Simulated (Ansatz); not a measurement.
**ClFH₃NOZr: a spread of methods and bases**

Aim: run ClFH₃NOZr under a spread of inputs, and see what each costs and gives.

Program: Ansatz 0.2.0, Gaussian basis. Level of theory: the settings change from run to run. These are calculated values, not measurements.

## Step 1: The molecule

An earlier PBE0-D4 in a triple-zeta def2 set relaxation fixed the geometry. Zr takes a core potential in def2 sets; no spin-orbit term is included.

8 atoms, charge 0, spin multiplicity 1.

Atoms are counted from 1 here; the program's logs count them from 0.

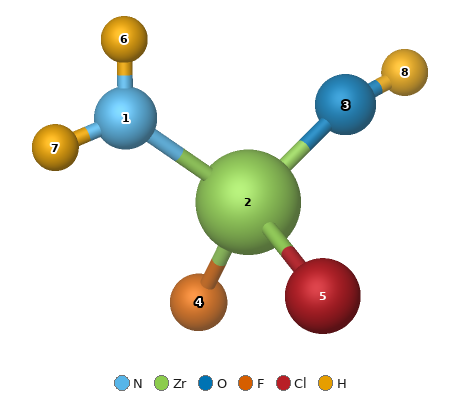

The structure; colours as in the key; atoms are numbered from 1 in the order of the file.

## Step 2: CAM-B3LYP/def2-SVP

Set apart from the defaults: multiplicity 3, a grid of angular degree 23.

File in.yaml:

```yaml
crystal:
  periodic: [false, false, false]
  atoms:
    - {symbol: N, position_ang: [1.129789, 0.943435, 0.348871]}
    - {symbol: Zr, position_ang: [-0.279512, -0.222744, -0.493792]}
    - {symbol: O, position_ang: [-1.002992, -1.283505, 0.911529]}
    - {symbol: F, position_ang: [0.534878, -1.234106, -1.892740]}
    - {symbol: Cl, position_ang: [-1.955620, 1.136737, -1.479913]}
    - {symbol: H, position_ang: [1.261564, 1.087172, 1.340546]}
    - {symbol: H, position_ang: [1.819402, 1.483339, -0.157298]}
    - {symbol: H, position_ang: [-1.507518, -1.910319, 1.422797]}
basis:
  gaussian: {orbitals: def2-SVP, final_grid: {core_spheres: 8, valence_spheres: 7, degree: 23}}
magnetization: {spin_polarized: true, initial_magnetization: 2}
hamiltonian: {xc: {name: CAM-B3LYP}}
output: {forces: true}
```

Started as:

```bash
ansatz run in.yaml --threads 4 --pin off --events-out ev --progress --plain --max-ram 10444MiB
```

What it wrote, cut to the lines that bear on the results:

```text
Functional definition: CAM-B3LYP
  name "CAM-B3LYP"
  cite "Yanai, Tew & Handy, Chem. Phys. Lett. 393, 51 (2004) doi:10.1016/j.cplett.2004.06.011"
  cite "Iikura, Tsuneda, Yanai & Hirao, J. Chem. Phys. 115, 3540 (2001) doi:10.1063/1.1383587"
  cite "Becke, Phys. Rev. A 38, 3098 (1988) doi:10.1103/PhysRevA.38.3098"
  cite "Lee, Yang & Parr, Phys. Rev. B 37, 785 (1988) doi:10.1103/PhysRevB.37.785"
  cite "Vosko, Wilk & Nusair, Can. J. Phys. 58, 1200 (1980) doi:10.1139/p80-159"
[...]
  # Exact exchange under (alpha + beta erf(omega r))/r, Becke's under what is left of 1/r.
[...]
1042 factors; integrals over basis functions are off by at most 1.2e-3 eV
287 factors; integrals over basis functions are off by at most 1.0e-5 eV
[...]
mean field -20096.42918688 eV, -738.5301507689 hartree, gradient 9.8e-6 eV, S^2 2.005167; 6 other end points of the search recorded, 0 dependent functions left out
[...]
reference -20096.42934727 eV, -738.5301566632 hartree; 29, 27 occupied and 77, 79 virtual orbitals, 1042 factors
Total energy: -20096.42934727 eV, -738.5301566632 hartree
Atom 0 at     1.129789     0.943435     0.348871 Å, force     2.567416     1.985262     0.846438 eV/Å
Atom 1 at    -0.279512    -0.222744    -0.493792 Å, force    -3.244558    -1.912721    -3.398938 eV/Å
Atom 2 at    -1.002992    -1.283505     0.911529 Å, force    -0.536027    -0.894759     1.755386 eV/Å
Atom 3 at     0.534878    -1.234106    -1.892740 Å, force     0.815351    -0.685091    -0.568330 eV/Å
Atom 4 at    -1.955620     1.136737    -1.479913 Å, force    -0.591374     0.685232    -0.170449 eV/Å
Atom 5 at     1.261564     1.087172     1.340546 Å, force     0.504439     0.238881     1.445493 eV/Å
Atom 6 at     1.819402     1.483339    -0.157298 Å, force     0.590544     0.718450    -0.026564 eV/Å
Atom 7 at    -1.507518    -1.910319     1.422797 Å, force    -0.105791    -0.135253     0.116964 eV/Å
Dipole moment:     0.868621     0.353119     1.005154 e Å
```

Wall time 7 s (4 threads of Arm Neoverse V2, shared host); peak memory 0.33 GiB.

Largest force 5.073 eV/Å, dipole 6.60 D, ⟨S²⟩ 2.005.

## Step 3: SPW92/cc-pVTZ-DK

Set apart from the defaults: the search for lower states set to off.

in.yaml, as its differences from that of step 2:

```diff
@@ -12,5 +12,5 @@
 basis:
-  gaussian: {orbitals: def2-SVP, final_grid: {core_spheres: 8, valence_spheres: 7, degree: 23}}
-magnetization: {spin_polarized: true, initial_magnetization: 2}
-hamiltonian: {xc: {name: CAM-B3LYP}}
+  gaussian: {orbitals: cc-pVTZ-DK}
+hamiltonian: {xc: {name: SPW92}}
+scf: {lower_state_search: off}
 output: {forces: true}
```

Launched as before.

What it wrote, cut to the lines that bear on the results:

```text
Functional definition: SPW92
  name "SPW92"
  cite "Dirac, Proc. Camb. Phil. Soc. 26, 376 (1930) doi:10.1017/S0305004100016108"
  cite "Slater, Phys. Rev. 81, 385 (1951) doi:10.1103/PhysRev.81.385"
  cite "Perdew & Wang, Phys. Rev. B 45, 13244 (1992) doi:10.1103/PhysRevB.45.13244"
[...]
1489 factors; their error is unknown
[...]
mean field -116589.70659351 eV, -4284.5926899700 hartree, gradient 2.3e-6 eV, S^2 0.000000; 0 other end points of the search recorded, 0 dependent functions left out
[...]
reference -116589.70666797 eV, -4284.5926927065 hartree; 42, 42 occupied and 201, 201 virtual orbitals, 1489 factors
Total energy: -116589.70666797 eV, -4284.5926927065 hartree
Relativity: scalar
Atom 0 at     1.129789     0.943435     0.348871 Å, force    -0.530543    -0.450548    -0.305171 eV/Å
Atom 1 at    -0.279512    -0.222744    -0.493792 Å, force    -0.006836    -0.116028    -0.064348 eV/Å
Atom 2 at    -1.002992    -1.283505     0.911529 Å, force     0.505242     0.660882    -0.592397 eV/Å
Atom 3 at     0.534878    -1.234106    -1.892740 Å, force    -0.150414     0.211233     0.268373 eV/Å
Atom 4 at    -1.955620     1.136737    -1.479913 Å, force     0.197432    -0.152404     0.116403 eV/Å
Atom 5 at     1.261564     1.087172     1.340546 Å, force     0.039976     0.054354     0.481092 eV/Å
Atom 6 at     1.819402     1.483339    -0.157298 Å, force     0.313488     0.247000    -0.268680 eV/Å
Atom 7 at    -1.507518    -1.910319     1.422797 Å, force    -0.368345    -0.454489     0.364729 eV/Å
Dipole moment:     0.212703    -0.139321     0.626210 e Å
Checks for a lower state left out: stability, starts, cluster_reference, orbital_swaps, neighbouring_geometries, increment
```

Run time: 2.6 s. Hardware: 4 threads of Arm Neoverse V2, shared host; peak memory 0.39 GiB.

Largest force 1.021 eV/Å, dipole 3.25 D.

## Step 4: SPW92/def2-SVP

Options: charge +1, multiplicity 2, the search for lower states set to full.

in.yaml, as its differences from that of step 3:

```diff
@@ -12,5 +12,7 @@
 basis:
-  gaussian: {orbitals: cc-pVTZ-DK}
+  gaussian: {orbitals: def2-SVP}
+total_charge: 1
+magnetization: {spin_polarized: true, initial_magnetization: 1}
 hamiltonian: {xc: {name: SPW92}}
-scf: {lower_state_search: off}
+scf: {lower_state_search: full}
 output: {forces: true}
```

The command is unchanged.

What it wrote, cut to the lines that bear on the results:

```text
Functional definition: SPW92
  name "SPW92"
  cite "Dirac, Proc. Camb. Phil. Soc. 26, 376 (1930) doi:10.1017/S0305004100016108"
  cite "Slater, Phys. Rev. 81, 385 (1951) doi:10.1103/PhysRev.81.385"
  cite "Perdew & Wang, Phys. Rev. B 45, 13244 (1992) doi:10.1103/PhysRevB.45.13244"
[...]
1110 factors; their error is unknown
[...]
mean field -20007.15031666 eV, -735.2492128037 hartree, gradient 1.1e-5 eV, S^2 0.753712; 14 other end points of the search recorded, 0 dependent functions left out
[...]
reference -20007.15040171 eV, -735.2492159290 hartree; 28, 27 occupied and 78, 79 virtual orbitals, 1110 factors
Total energy: -20007.15040171 eV, -735.2492159290 hartree
Atom 0 at     1.129789     0.943435     0.348871 Å, force     0.194494     0.532661     0.190873 eV/Å
Atom 1 at    -0.279512    -0.222744    -0.493792 Å, force    -1.583552    -2.911183    -1.194599 eV/Å
Atom 2 at    -1.002992    -1.283505     0.911529 Å, force     1.095647     1.559119    -1.517750 eV/Å
Atom 3 at     0.534878    -1.234106    -1.892740 Å, force    -0.417323     0.674694     0.898591 eV/Å
Atom 4 at    -1.955620     1.136737    -1.479913 Å, force     0.117947     0.147603     0.158254 eV/Å
Atom 5 at     1.261564     1.087172     1.340546 Å, force     0.196247     0.277464     1.317517 eV/Å
Atom 6 at     1.819402     1.483339    -0.157298 Å, force     1.038808     0.620277    -0.611270 eV/Å
Atom 7 at    -1.507518    -1.910319     1.422797 Å, force    -0.642268    -0.900635     0.758383 eV/Å
Dipole moment:     0.496290     0.406804     0.889464 e Å
```

Run time: 7.5 s. Hardware: 4 threads of Arm Neoverse V2, shared host; peak memory 0.25 GiB.

Largest force 3.523 eV/Å, ⟨S²⟩ 0.754.

## Step 5: SPW92/def2-TZVPP

Set apart from the defaults: charge +1, multiplicity 2, finite nuclei.

in.yaml, as its differences from that of step 4:

```diff
@@ -12,3 +12,3 @@
 basis:
-  gaussian: {orbitals: def2-SVP}
+  gaussian: {orbitals: def2-TZVPP, nuclear_model: gaussian}
 total_charge: 1
@@ -16,3 +16,2 @@
 hamiltonian: {xc: {name: SPW92}}
-scf: {lower_state_search: full}
 output: {forces: true}
```

Launched as before.

What it wrote, cut to the lines that bear on the results:

```text
Functional definition: SPW92
  name "SPW92"
  cite "Dirac, Proc. Camb. Phil. Soc. 26, 376 (1930) doi:10.1017/S0305004100016108"
  cite "Slater, Phys. Rev. 81, 385 (1951) doi:10.1103/PhysRev.81.385"
  cite "Perdew & Wang, Phys. Rev. B 45, 13244 (1992) doi:10.1103/PhysRevB.45.13244"
[...]
1245 factors; their error is unknown
[...]
mean field -20019.46063429 eV, -735.7016086325 hartree, gradient 6.6e-6 eV, S^2 0.753889; 8 other end points of the search recorded, 0 dependent functions left out
[...]
reference -20019.46069273 eV, -735.7016107798 hartree; 28, 27 occupied and 205, 206 virtual orbitals, 1245 factors
Total energy: -20019.46069273 eV, -735.7016107798 hartree
Atom 0 at     1.129789     0.943435     0.348871 Å, force     0.433388     0.724759     0.327458 eV/Å
Atom 1 at    -0.279512    -0.222744    -0.493792 Å, force    -1.622264    -2.846556    -1.203191 eV/Å
Atom 2 at    -1.002992    -1.283505     0.911529 Å, force     0.992741     1.401775    -1.371889 eV/Å
Atom 3 at     0.534878    -1.234106    -1.892740 Å, force    -0.451492     0.703263     0.947245 eV/Å
Atom 4 at    -1.955620     1.136737    -1.479913 Å, force     0.213405     0.065783     0.209854 eV/Å
Atom 5 at     1.261564     1.087172     1.340546 Å, force     0.143843     0.218516     0.965478 eV/Å
Atom 6 at     1.819402     1.483339    -0.157298 Å, force     0.789313     0.433170    -0.436841 eV/Å
Atom 7 at    -1.507518    -1.910319     1.422797 Å, force    -0.498934    -0.700711     0.561886 eV/Å
Dipole moment:     0.471122     0.431403     0.850514 e Å
```

Wall time 7.5 s (4 threads of Arm Neoverse V2, shared host); peak memory 0.44 GiB.

Largest force 3.490 eV/Å, ⟨S²⟩ 0.754.

## Step 6: SPW92/def2-SVP

This run has charge +1, multiplicity 2, relativity set to none.

in.yaml, as its differences from that of step 5:

```diff
@@ -12,6 +12,5 @@
 basis:
-  gaussian: {orbitals: def2-TZVPP, nuclear_model: gaussian}
+  gaussian: {orbitals: def2-SVP}
 total_charge: 1
 magnetization: {spin_polarized: true, initial_magnetization: 1}
-hamiltonian: {xc: {name: SPW92}}
-output: {forces: true}
+hamiltonian: {xc: {name: SPW92}, pseudopotentials: {relativity: none}}
```

The command is unchanged.

What it wrote:

```text
Functional definition: SPW92
  name "SPW92"
  cite "Dirac, Proc. Camb. Phil. Soc. 26, 376 (1930) doi:10.1017/S0305004100016108"
  cite "Slater, Phys. Rev. 81, 385 (1951) doi:10.1103/PhysRev.81.385"
  cite "Perdew & Wang, Phys. Rev. B 45, 13244 (1992) doi:10.1103/PhysRevB.45.13244"
  exchange = slater_x
  correlation = pw_c
1110 factors; their error is unknown
mean field evaluation 1: about -19974.7109 eV, gradient 9.0e1 eV
mean field evaluation 2: about -19601.9275 eV, gradient 2.7e2 eV
mean field evaluation 4: about -19986.0364 eV, gradient 6.8e1 eV
mean field evaluation 8: about -20006.4796 eV, gradient 9.6e0 eV
mean field evaluation 16: about -20007.1503 eV, gradient 9.8e-2 eV
mean field evaluation 32: about -20007.1503 eV, gradient 1.1e-5 eV
mean field evaluation 64: about -20006.9846 eV, gradient 1.1e0 eV
mean field -20007.15031666 eV, -735.2492128037 hartree, gradient 1.1e-5 eV, S^2 0.753712; 8 other end points of the search recorded, 0 dependent functions left out
reference -20007.15040171 eV, -735.2492159290 hartree; 28, 27 occupied and 78, 79 virtual orbitals, 1110 factors
Total energy: -20007.15040171 eV, -735.2492159290 hartree
```

Wall time 2.9 s (4 threads of Arm Neoverse V2, shared host).

⟨S²⟩ 0.754.

## Step 7: revPBE/def2-TZVPD

Options: a point charge of -1.00 e beside it.

in.yaml, as its differences from that of step 6:

```diff
@@ -12,5 +12,3 @@
 basis:
-  gaussian: {orbitals: def2-SVP}
-total_charge: 1
-magnetization: {spin_polarized: true, initial_magnetization: 1}
-hamiltonian: {xc: {name: SPW92}, pseudopotentials: {relativity: none}}
+  gaussian: {orbitals: def2-TZVPD, point_charges: [{charge: -1.00, position_ang: [6.334, -0.347, 0.781]}]}
+hamiltonian: {xc: {name: revPBE}}
```

Launched as before.

What it wrote:

```text
Functional definition: revPBE
  name "revPBE"
  cite "Zhang & Yang, Phys. Rev. Lett. 80, 890 (1998) doi:10.1103/PhysRevLett.80.890"
  cite "Perdew, Burke & Ernzerhof, Phys. Rev. Lett. 77, 3865 (1996) doi:10.1103/PhysRevLett.77.3865"
  parameter kappa = 1.245
  parameter beta = 0.06672455060314922
  exchange = pbe_x(kappa = kappa, mu = beta*pi^2/3)
  correlation = pbe_c(beta = beta)
1314 factors; their error is unknown
mean field evaluation 1: about -20094.1623 eV, gradient 1.1e2 eV
mean field evaluation 2: about -19919.0349 eV, gradient 2.9e2 eV
mean field evaluation 4: about -20111.9185 eV, gradient 2.8e1 eV
mean field evaluation 8: about -20113.7296 eV, gradient 5.1e-1 eV
mean field evaluation 16: about -20113.7177 eV, gradient 2.1e-3 eV
mean field -20113.71769429 eV, -739.1654916975 hartree, gradient 4.0e-5 eV, S^2 0.000000; 0 other end points of the search recorded, 0 dependent functions left out
reference -20113.71778427 eV, -739.1654950043 hartree; 28, 28 occupied and 202, 202 virtual orbitals, 1314 factors
Total energy: -20113.71778427 eV, -739.1654950043 hartree
```

Wall time 2.7 s (4 threads of Arm Neoverse V2, shared host); peak memory 0.3 GiB.

## Step 8: BHLYP/STO-3G

This run has D4 dispersion, high accuracy.

in.yaml, as its differences from that of step 7:

```diff
@@ -12,3 +12,4 @@
 basis:
-  gaussian: {orbitals: def2-TZVPD, point_charges: [{charge: -1.00, position_ang: [6.334, -0.347, 0.781]}]}
-hamiltonian: {xc: {name: revPBE}}
+  gaussian: {orbitals: STO-3G}
+hamiltonian: {xc: {name: BHLYP}, dispersion: d4}
+accuracy: high
```

Same command.

What it wrote:

```text
Functional definition: BHLYP
  name "BHLYP"
  cite "Becke, J. Chem. Phys. 98, 1372 (1993) doi:10.1063/1.464304"
  cite "Becke, Phys. Rev. A 38, 3098 (1988) doi:10.1103/PhysRevA.38.3098"
  cite "Lee, Yang & Parr, Phys. Rev. B 37, 785 (1988) doi:10.1103/PhysRevB.37.785"
  parameter a = 0.5
  exchange = (1 - a)*b88_x + a*exact_x
  correlation = lyp_c
1125 factors; integrals over basis functions are off by at most 3.8e-9 eV
mean field evaluation 1: about -113981.8631 eV, gradient 2.8e1 eV
mean field evaluation 2: about -113980.7960 eV, gradient 3.7e1 eV
mean field evaluation 4: about -113984.4962 eV, gradient 1.2e0 eV
mean field evaluation 8: about -113984.5206 eV, gradient 3.1e-2 eV
mean field evaluation 16: about -113984.5206 eV, gradient 8.1e-7 eV
mean field -113984.52057434 eV, -4188.8538696241 hartree, gradient 4.2e-8 eV, S^2 0.000000; 0 other end points of the search recorded, 0 dependent functions left out
reference -113984.52059972 eV, -4188.8538705568 hartree; 42, 42 occupied and 12, 12 virtual orbitals, 1125 factors
Total energy: -113984.77574201 eV, -4188.8632468630 hartree
```

Run time: 1.9 s. Hardware: 4 threads of Arm Neoverse V2, shared host.

## Step 9: B97/def2-SVP

This run has high accuracy.

in.yaml, as its differences from that of step 8:

```diff
@@ -12,4 +12,5 @@
 basis:
-  gaussian: {orbitals: STO-3G}
-hamiltonian: {xc: {name: BHLYP}, dispersion: d4}
+  gaussian: {orbitals: def2-SVP}
+hamiltonian: {xc: {name: B97}}
 accuracy: high
+output: {forces: true}
```

The command is unchanged.

What it wrote, cut to the lines that bear on the results:

```text
Functional definition: B97
  name "B97"
  cite "Becke, J. Chem. Phys. 107, 8554 (1997) doi:10.1063/1.475007"
[...]
      + integral(e_c_pw_opposite_spin*poly(b97_u_opposite, cos0, cos1, cos2))
2321 factors; integrals over basis functions are off by at most 3.6e-9 eV
[...]
mean field -20100.71599627 eV, -738.6876881083 hartree, gradient 1.6e-8 eV, S^2 0.000000; 0 other end points of the search recorded, 0 dependent functions left out
[...]
reference -20100.71600010 eV, -738.6876882490 hartree; 28, 28 occupied and 78, 78 virtual orbitals, 2321 factors
Total energy: -20100.71600010 eV, -738.6876882490 hartree
Atom 0 at     1.129789     0.943435     0.348871 Å, force    -0.216156    -0.194663    -0.130550 eV/Å
Atom 1 at    -0.279512    -0.222744    -0.493792 Å, force     0.042792     0.038145     0.049262 eV/Å
Atom 2 at    -1.002992    -1.283505     0.911529 Å, force     0.030248     0.026449     0.042248 eV/Å
Atom 3 at     0.534878    -1.234106    -1.892740 Å, force     0.147139    -0.167465    -0.249859 eV/Å
Atom 4 at    -1.955620     1.136737    -1.479913 Å, force    -0.226314     0.182392    -0.136858 eV/Å
Atom 5 at     1.261564     1.087172     1.340546 Å, force     0.083831     0.088573     0.415831 eV/Å
Atom 6 at     1.819402     1.483339    -0.157298 Å, force     0.303514     0.239628    -0.187181 eV/Å
Atom 7 at    -1.507518    -1.910319     1.422797 Å, force    -0.165054    -0.213059     0.197106 eV/Å
Dipole moment:     0.217047    -0.135770     0.647675 e Å
```

Run time: 16 s. Hardware: 4 threads of Arm Neoverse V2, shared host; peak memory 0.78 GiB.

Largest force 0.433 eV/Å, dipole 3.35 D.

## Step 10: B2GP-PLYP/cc-pVTZ-DK

Options: charge +1, multiplicity 2.

in.yaml, as its differences from that of step 9:

```diff
@@ -12,5 +12,6 @@
 basis:
-  gaussian: {orbitals: def2-SVP}
-hamiltonian: {xc: {name: B97}}
-accuracy: high
+  gaussian: {orbitals: cc-pVTZ-DK}
+total_charge: 1
+magnetization: {spin_polarized: true, initial_magnetization: 1}
+hamiltonian: {xc: {name: B2GP-PLYP}}
 output: {forces: true}
```

Same command.

What it wrote, cut to the lines that bear on the results:

```text
Functional definition: B2GP-PLYP
  name "B2GP-PLYP"
  cite "Karton, Tarnopolsky, Lamère, Schatz & Martin, J. Phys. Chem. A 112, 12868 (2008) doi:10.1021/jp801805p"
  cite "Becke, Phys. Rev. A 38, 3098 (1988) doi:10.1103/PhysRevA.38.3098"
  cite "Lee, Yang & Parr, Phys. Rev. B 37, 785 (1988) doi:10.1103/PhysRevB.37.785"
[...]
1557 factors; integrals over basis functions are off by at most 9.6e-4 eV
[...]
mean field -116745.51584922 eV, -4290.3185745059 hartree, gradient 4.1e-6 eV, S^2 0.757400; 2 other end points of the search recorded, 0 dependent functions left out
22 core orbitals not correlated: weight in the atoms' cores, before any rotation towards them, 1.000 or more for the frozen orbitals, at most 0.000 for the correlated occupied ones
reference -116745.51599158 eV, -4290.3185797378 hartree; 20, 19 occupied and 201, 202 virtual orbitals, 1557 factors
second order -37.77999415 eV of doubles, -0.00000000 eV of singles
[...]
Total energy: -116759.11678948 eV, -4290.8183998415 hartree
Relativity: scalar
Atom 0 at     1.129789     0.943435     0.348871 Å, force     2.541161     2.288989     1.541415 eV/Å
Atom 1 at    -0.279512    -0.222744    -0.493792 Å, force    -4.376696    -3.704505    -2.680516 eV/Å
Atom 2 at    -1.002992    -1.283505     0.911529 Å, force     0.774987     0.920359    -0.848453 eV/Å
Atom 3 at     0.534878    -1.234106    -1.892740 Å, force    -0.225199     0.593663     0.873930 eV/Å
Atom 4 at    -1.955620     1.136737    -1.479913 Å, force     0.826335    -0.337820     0.547412 eV/Å
Atom 5 at     1.261564     1.087172     1.340546 Å, force     0.178877     0.182545     0.521567 eV/Å
Atom 6 at     1.819402     1.483339    -0.157298 Å, force     0.467964     0.306653    -0.141968 eV/Å
Atom 7 at    -1.507518    -1.910319     1.422797 Å, force    -0.187429    -0.249883     0.186613 eV/Å
Dipole moment:     0.981419     0.485493     1.143729 e Å
```

It took 68 s on 4 threads of Arm Neoverse V2, shared host; peak memory 1.4 GiB.

Largest force 6.330 eV/Å, ⟨S²⟩ 0.757.

## Step 11: All runs side by side

```csv
level,charge,multiplicity,geometry,functions,energy (eV),time
CAM-B3LYP/def2-SVP,0,3,relaxed,106,-20096.429,7 s
SPW92/cc-pVTZ-DK,0,1,relaxed,243,-116589.707,2.6 s
SPW92/def2-SVP,1,2,relaxed,106,-20007.150,7.5 s
SPW92/def2-TZVPP,1,2,relaxed,233,-20019.461,7.5 s
SPW92/def2-SVP,1,2,relaxed,106,-20007.150,2.9 s
revPBE/def2-TZVPD,0,1,"relaxed, point charge",230,-20113.718,2.7 s
BHLYP/STO-3G,0,1,relaxed,54,-113984.776,1.9 s
B97/def2-SVP,0,1,relaxed,106,-20100.716,16 s
B2GP-PLYP/cc-pVTZ-DK,1,2,relaxed,243,-116759.117,68 s
```

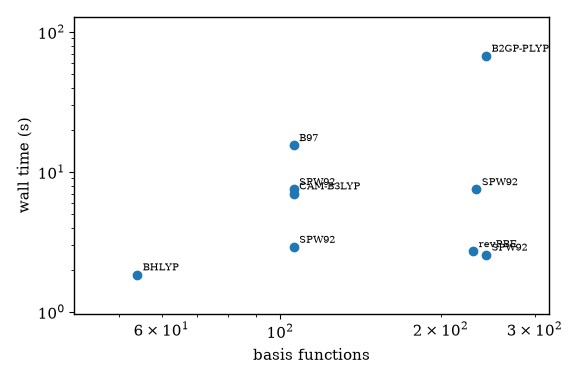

Wall time against the number of basis functions (shared host).

## Step 12: What came out

| quantity | value |
| --- | --- |
| runs | 9 |
| quickest | BHLYP/STO-3G, 1.9 s |
| slowest | B2GP-PLYP/cc-pVTZ-DK, 68 s |
| spread of total energies, same state and geometry | 96489.0 eV |
| dipole, same state and geometry | 3.25 to 3.35 D |

**Reading.** B2GP-PLYP/cc-pVTZ-DK took 37 times as long as BHLYP/STO-3G. The jobs differ in tasks and options as well as level. The totals spread over 96489 eV; they can't be compared across methods or bases. Some of these runs are scalar-relativistic and others not, which shifts the totals of all-electron atoms past neon by several eV an atom and more; core potentials, where a basis has them, take the core out of the total altogether. At the PBE0-D4/def2-TZVP geometry and in the same state, the sound runs without point charges leave forces up to 1.02 eV/Å (SPW92/cc-pVTZ-DK).
